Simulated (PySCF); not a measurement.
# NMR shielding calculation, with input and output: C3H9AlF2O

C3H9AlF2O, computed with GIAO PBE0/pcSseg-1 NMR shielding, non-relativistic, gas phase (PySCF 2.14.0).

The geometry comes from this level: PBE0-D3(BJ)/def2-SVP. It belongs to a series of runs on one base structure; here: H on C replaced by CHF2. Figures and captions count atoms from 1; the log counts them from 0 in places.

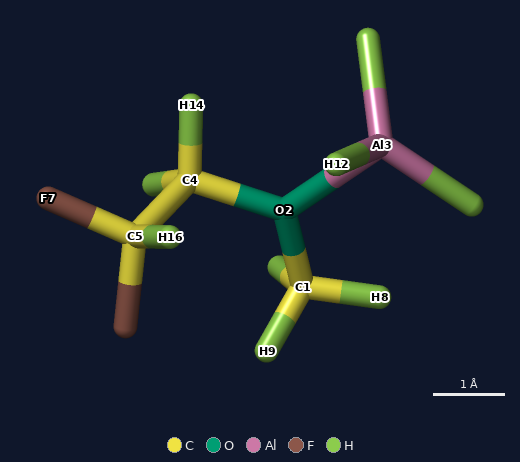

Figure 1. The structure (stick view, seen at a tilt; atoms are numbered from 1 in the order of the input). Sticks mark near contacts. Bond lengths as drawn: Al–H 1.60 to 1.61 Å, Al–O 2.01 Å, C–C 1.51 Å, C–F 1.35 Å, C–H 1.10 Å and C–O 1.42 to 1.43 Å.

The input:
```
{"job": {"kind": "nmr", "xc": "PBE0", "basis": "pcSseg-1"}, "charge": 0, "multiplicity": 1}
C     -0.557757     1.588332    -0.447723
O     -0.471837     0.186802    -0.190005
Al    -1.819115    -0.879208     0.850180
C      0.661096    -0.495645    -0.697298
C      1.836478    -0.423351     0.254276
F      2.276499     0.854489     0.346700
F      2.831842    -1.173550    -0.255269
H     -1.516518     1.920295    -0.033463
H      0.271826     2.118049     0.038017
H     -0.538556     1.761871    -1.534479
H     -2.221797    -1.937884    -0.285713
H     -0.846388    -1.434313     2.002827
H     -2.829746     0.310106     1.207154
H      0.370447    -1.546711    -0.838807
H      0.953950    -0.073149    -1.672039
H      1.581188    -0.780240     1.266157
```

The first line tells a small driver script what to run in PySCF; the rest is the geometry in Å.

Hardware: 1 CPU thread, shared host.

Launch command:
```bash
OMP_NUM_THREADS=1 python <driver script> task.json out
```

The program's output:
```
coarse grid: 13720 points
cycle   1  E = -636.3176722659  dE =  5.953e-01  |g| = 7.303e-01  |ddm| = 3.258e+00
cycle   2  E = -636.2418956302  dE =  7.578e-02  |g| = 1.036e+00  |ddm| = 9.021e-01
cycle   3  E = -636.4073423916  dE = -1.654e-01  |g| = 5.624e-02  |ddm| = 5.420e-01
cycle   4  E = -636.4078489469  dE = -5.066e-04  |g| = 2.234e-02  |ddm| = 4.837e-02
cycle   5  E = -636.4079216809  dE = -7.273e-05  |g| = 9.600e-03  |ddm| = 1.707e-02
cycle   6  E = -636.4079356616  dE = -1.398e-05  |g| = 1.709e-03  |ddm| = 6.071e-03
cycle   7  E = -636.4079362203  dE = -5.587e-07  |g| = 3.880e-04  |ddm| = 1.575e-03
final grid: 128280 points
cycle   8  E = -636.4724107825  dE = -4.010e-05  |g| = 1.129e-02  |ddm| = 2.358e-02
cycle   9  E = -636.4723900307  dE =  2.075e-05  |g| = 1.603e-02  |ddm| = 1.362e-02
cycle  10  E = -636.4724335159  dE = -4.349e-05  |g| = 1.179e-03  |ddm| = 8.008e-03
cycle  11  E = -636.4724338200  dE = -3.041e-07  |g| = 2.361e-04  |ddm| = 1.103e-03
cycle  12  E = -636.4724338295  dE = -9.506e-09  |g| = 1.076e-04  |ddm| = 2.158e-04
cycle  13  E = -636.4724338310  dE = -1.541e-09  |g| = 2.592e-05  |ddm| = 6.946e-05
cycle  14  E = -636.4724338311  dE = -1.091e-10  |g| = 4.253e-06  |ddm| = 1.948e-05
```

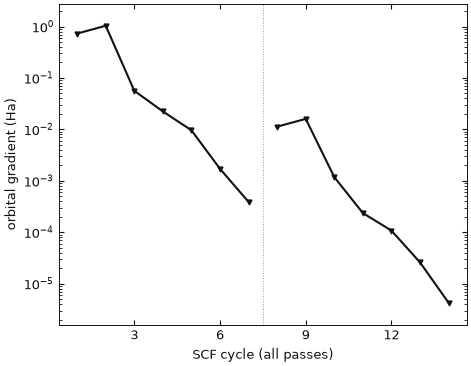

Figure 2. Convergence of the self-consistent field: orbital gradient against the SCF cycle. The dotted line marks the change from a coarse to the final integration grid. The first 7 cycles use a coarse grid, the final grid takes over at cycle 8, and the field converges after 14 cycles in all.

```
converged SCF energy = -636.4724338311

GIAO shielding tensors (ppm)
atom      isotropic    diamagn.    paramagn.     s11        s22        s33       span
  0 C      119.175     246.357    -127.182     80.400     95.169    181.956    101.555
  1 O      331.168     401.878     -70.710    290.795    325.278    377.432     86.637
  2 Al     396.831     795.147    -398.316    359.916    397.060    433.517     73.601
  3 C      111.018     248.247    -137.229     86.449     94.839    151.766     65.316
  4 C       67.630     244.759    -177.130     50.220     69.437     83.233     33.014
  5 F      311.514     474.278    -162.764    224.360    334.717    375.466    151.106
  6 F      322.075     468.233    -146.158    218.532    332.046    415.646    197.114
  7 H       26.946      29.693      -2.747     22.448     25.941     32.448     10.000
  8 H       27.181      30.080      -2.900     22.324     26.745     32.473     10.149
  9 H       27.947      29.492      -1.545     24.569     25.120     34.152      9.583
 10 H       26.964      29.717      -2.753     23.837     26.011     31.044      7.208
 11 H       26.985      30.200      -3.215     23.495     26.905     30.553      7.058
 12 H       27.045      30.019      -2.974     23.752     26.447     30.936      7.184
 13 H       27.156      30.396      -3.240     22.753     27.797     30.917      8.164
 14 H       28.073      30.387      -2.314     24.602     27.629     31.988      7.386
 15 H       25.011      29.135      -4.124     22.582     24.434     28.017      5.434
```

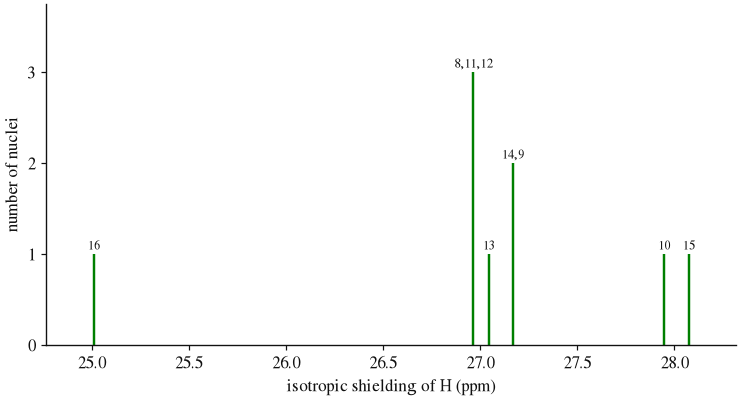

Figure 3. Isotropic shieldings of the hydrogen nuclei in this fixed geometry, labelled by atom number; shielding grows to the right, so chemical shift grows to the left. The least shielded is H16 (25.0 ppm), the most shielded H15 (28.1 ppm).

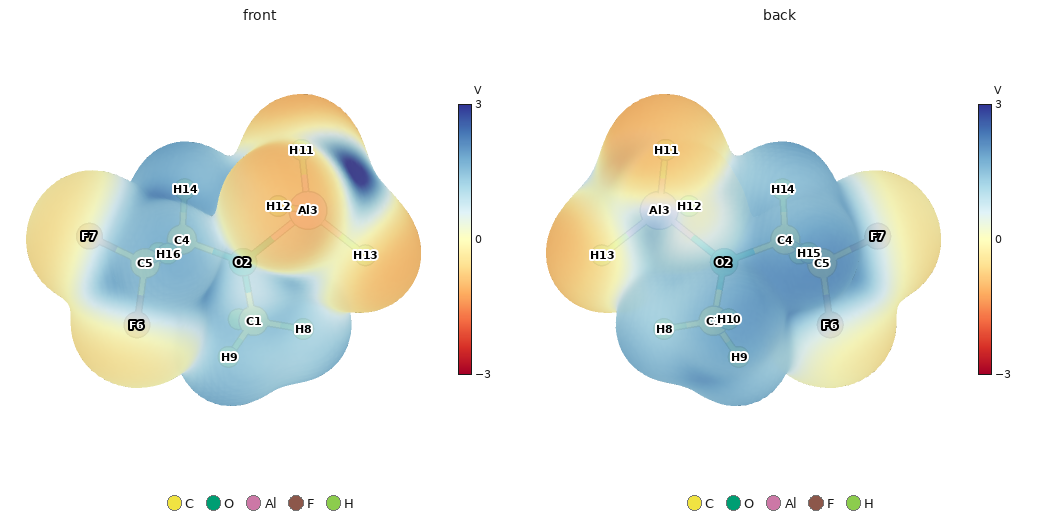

Figure 4. The electrostatic potential painted on the density surface at 0.004 e/bohr³, seen at a tilt and from behind; red is negative and blue positive. A positive charge is drawn to the negative regions and a negative charge to the positive ones.

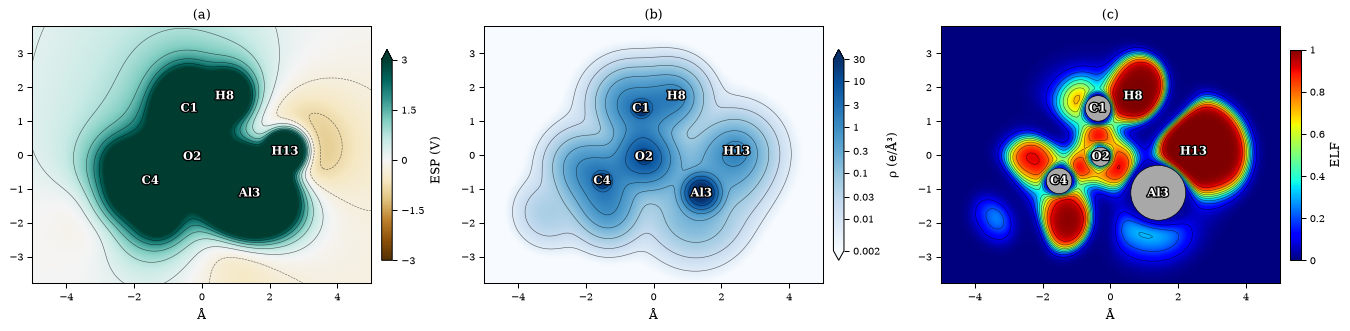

Figure 5. (a) electrostatic potential; (b) electron density; (c) ELF on the plane of atoms C1, O2 and C4. Grey discs, where drawn, cover atomic cores. Atoms in the plane: C, O, Al and H. C–O (1.42 Å): ρ at the midpoint is about 2 e/Å³, with its minimum of 1.7 e/Å³ about 0.5 Å from C; the ELF peaks at about 0.90 between the atoms (a polar covalent bond). Al–H (1.60 Å): ρ at the midpoint is about 0.52 e/Å³; the ELF climbs to about 1 towards the hydrogen.

Results in brief:

| quantity | value |
| --- | --- |
| outcome | converged |
| total energy | −636.472434 hartree |
| HOMO | −7.60 eV |
| LUMO | 0.08 eV |
| dipole moment | 3.54 D |
| isotropic shielding, C | 67.6 to 119.2 ppm |
| isotropic shielding, O | 331.2 ppm |
| isotropic shielding, Al | 396.8 ppm |
| isotropic shielding, F | 311.5 to 322.1 ppm |
| isotropic shielding, H | 25.0 to 28.1 ppm |
| wall time | 29 s |
| peak memory | 0.81 GiB |
